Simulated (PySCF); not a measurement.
# C₃H₇FOSi: core-level calculation

C₃H₇FOSi, computed with delta-SCF UKS PBE, pcX-2 on the ionised atom, pcseg-1 elsewhere, spin-free X2C (PySCF 2.14.0).

Figures and captions count atoms from 1; the log counts them from 0 in places.

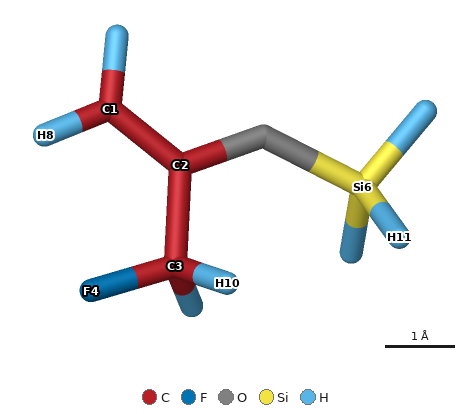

Fig. 1: The structure as given in the input (stick view, seen at a tilt; atoms are numbered from 1 in the order of the input). Bond lengths as drawn: C–C 1.33 to 1.50 Å, C–F 1.36 Å, C–H 1.09 to 1.11 Å, C–O 1.35 Å, H–Si 1.48 to 1.49 Å and O–Si 1.67 Å.

**The input**
```
{"job": {"kind": "xps", "xc": "PBE"}, "charge": 0, "multiplicity": 1}
C     -0.702771    -1.954194     0.446245
C     -0.286246    -0.738745     0.093431
C     -0.734049    -0.039386    -1.158809
F     -1.585488    -0.807351    -1.891754
O      0.590714    -0.038401     0.852166
Si     1.238597     1.501020     0.788946
H     -0.346319    -2.419548     1.366178
H     -1.403195    -2.485308    -0.196433
H     -1.240846     0.908652    -0.893441
H      0.147942     0.214492    -1.776835
H      1.984687     1.715287    -0.488194
H      2.163528     1.590968     1.947060
H      0.165549     2.535430     0.895995
```

The first line tells a small driver script what to run in PySCF; the rest is the geometry in Å.

Launched with:
```bash
OMP_NUM_THREADS=1 python <driver script> task.json out
```

**The program's output**
```
ground state, core basis on atom 0 (C), 154 functions
  cycle   1  E = -583.15081473  |g| = 7.76e-01
  cycle   2  E = -582.74765194  |g| = 1.59e+00
  cycle   3  E = -583.26680195  |g| = 1.56e-01
  cycle   4  E = -583.27050425  |g| = 9.26e-02
  cycle   5  E = -583.27196733  |g| = 3.97e-02
  cycle   6  E = -583.27236030  |g| = 1.25e-02
  cycle   7  E = -583.27240035  |g| = 2.14e-03
  cycle   8  E = -583.27240040  |g| = 6.92e-04
  cycle   9  E = -583.27239916  |g| = 1.99e-04
  E(ground) = -583.27192273 Eh
hole in C 1s of atom 0
  cycle   1  E = -572.08191709  |g| = 1.53e+00
[... 9 cycles left out ...]
  E(ion) = -572.65410541 Eh   <S^2> = 0.7649   hole on atom = 1.000   binding energy = 288.926 eV
ground state, core basis on atom 1 (C), 154 functions
[... 6 cycles left out ...]
  E(ground) = -583.27469119 Eh
hole in C 1s of atom 1
[... 11 cycles left out ...]
  E(ion) = -572.56398627 Eh   <S^2> = 0.7760   hole on atom = 1.000   binding energy = 291.453 eV
ground state, core basis on atom 2 (C), 154 functions
[... 7 cycles left out ...]
  E(ground) = -583.27426598 Eh
hole in C 1s of atom 2
[... 11 cycles left out ...]
  E(ion) = -572.52347235 Eh   <S^2> = 0.7616   hole on atom = 1.000   binding energy = 292.544 eV
ground state, core basis on atom 3 (F), 154 functions
[... 7 cycles left out ...]
  E(ground) = -583.32118911 Eh
hole in F 1s of atom 3
[... 10 cycles left out ...]
  E(ion) = -557.89956811 Eh   <S^2> = 0.7543   hole on atom = 1.000   binding energy = 691.758 eV
ground state, core basis on atom 4 (O), 154 functions
[... 7 cycles left out ...]
  E(ground) = -583.30164471 Eh
hole in O 1s of atom 4
[... 10 cycles left out ...]
  E(ion) = -563.53988343 Eh   <S^2> = 0.7565   hole on atom = 1.000   binding energy = 537.745 eV
ground state, core basis on atom 5 (Si), 165 functions
[... 7 cycles left out ...]
  E(ground) = -583.34266984 Eh
hole in Si 1s of atom 5
[... 12 cycles left out ...]
  E(ion) = -515.55875472 Eh   <S^2> = 0.7514   hole on atom = 1.000   binding energy = 1844.494 eV
hole in Si 2p of atom 5
[... 1 cycle left out ...]
  cycle   2  E = -577.51675251  |g| = 1.73e+00
  cycle   3  E = -578.99920163  |g| = 8.24e-01
  cycle   4  E = -579.35551334  |g| = 2.53e-01
  cycle   5  E = -579.34695027  |g| = 3.17e-01
  cycle   6  E = -579.38964861  |g| = 5.71e-02
  cycle   7  E = -579.39123880  |g| = 2.33e-02
  cycle   8  E = -579.39144047  |g| = 9.84e-03
  cycle   9  E = -579.39148221  |g| = 2.46e-03
  cycle  10  E = -579.39148595  |g| = 5.11e-04
  cycle  11  E = -579.39148609  |g| = 2.52e-04
  E(ion) = -579.39165015 Eh   <S^2> = 0.7516   hole on atom = 1.002   binding energy = 107.513 eV
  2p3/2 = 107.248 eV   2p1/2 = 107.875 eV
```

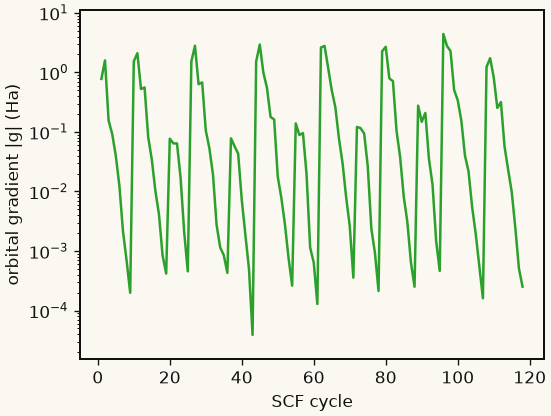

Fig. 2: Convergence of the self-consistent field: orbital gradient |g| against the SCF cycle. All cycles printed in the log are drawn one after another.

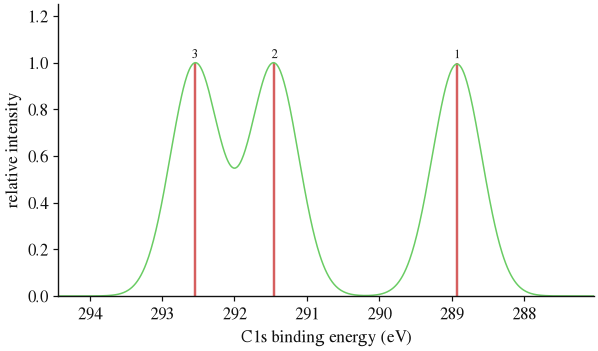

Fig. 3: C1s binding energies by ΔSCF of the atoms computed, labelled by atom number, with a Gaussian envelope of 0.8 eV full width. They run from 288.93 eV (atom 1) to 292.54 eV (atom 3).

**Summary**

```csv
quantity,value
outcome,converged
hardware,"1 CPU thread, shared host"
wall time,58 s
peak memory,0.56 GiB
```
